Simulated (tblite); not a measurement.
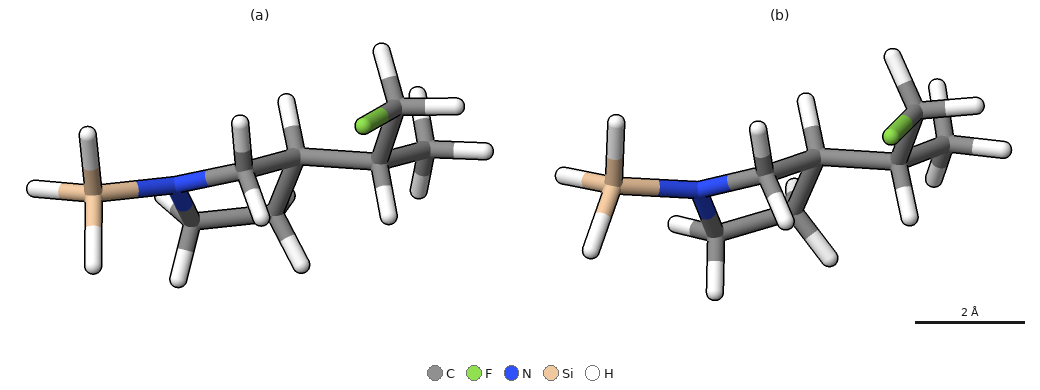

The structure of C₇H₁₆FNSi before (left) and after (right) a relaxation, at one scale.

A stick model, seen from a free direction.

Computed with tblite 0.8.0, GFN2-xTB geometry optimisation, gas phase. 

### Describe what moved and what it gained.

An H atom moves most after the best rigid fit: 0.56 Å. Largest moves by element: H 0.56 Å, C 0.27 Å, F 0.25 Å, Si 0.17 Å, N 0.11 Å. Among the contacts that change: C–N 1.472 → 1.440 Å, H–Si 1.483 → 1.461 Å, C–C 1.552 → 1.531 Å, C–H 1.105 → 1.088 Å. Bond angles that change, for instance: N–Si–H 107.4° → 115.5°, N–Si–H 108.8° → 105.3°, N–Si–H 108.2° → 105.2°. After 152 geometry steps the energy has fallen by 13.5 kJ/mol. Cost: 2.6 s on 1 thread of Arm Neoverse N1, on a shared host.
